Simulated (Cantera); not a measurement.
A closed system holds: 1 mol Si, 26 mol CO, 3.1 mol N2, held at 1000 Pa.

Equilibrium computed with Cantera from the NASA thermochemical tables; the gas is ideal and each condensed phase is pure. Candidate condensed phases: C, Si, SiC, SiO2, Si2N2O, Si3N4; 34 gas species. The tables hold silica as quartz up to 1696 K and as liquid above; real silica turns to tridymite and cristobalite and melts near 1996 K. Kinetics and transport are ignored.

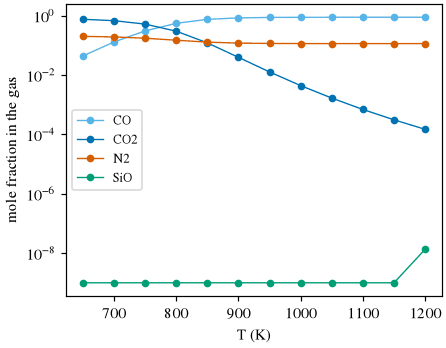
Equilibrium gas composition (values under 1e-9 drawn at 1e-9)

Read off the mole fractions at 1100 K.

CO about 0.88, N2 about 0.11, CO2 about 0.00069.
